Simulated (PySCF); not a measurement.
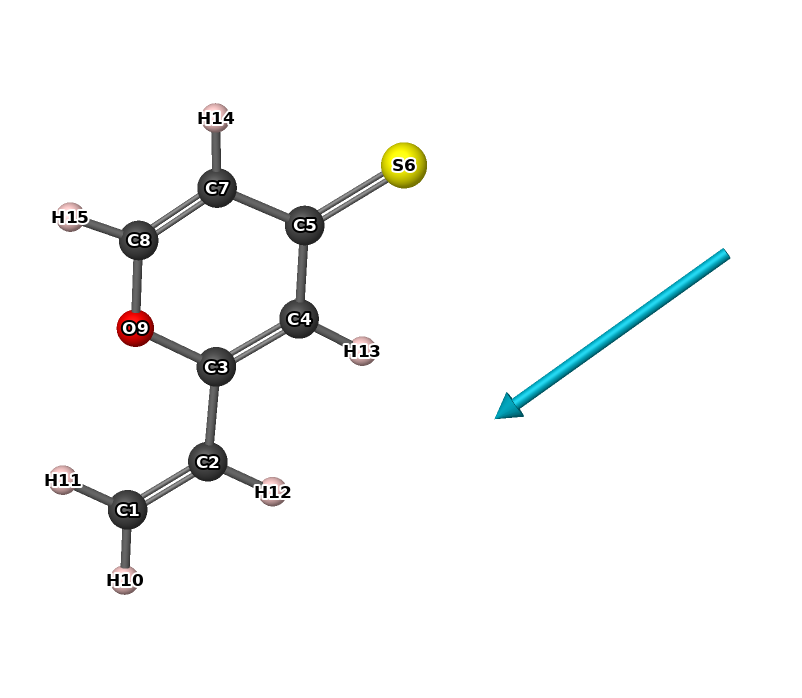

The arrow beside the molecule shows the direction of the dipole moment, from the negative to the positive end (its length means nothing). Computed geometry: GFN2-xTB optimisation. No frequency run is at hand to confirm it as a minimum. Method: CAM-B3LYP/def2-SVPD, gas phase (PySCF 2.14.0).

Estimate the dipole moment.

5.23 D; it points from the side of S6 to the side of H10 (the outermost atoms at the two ends).
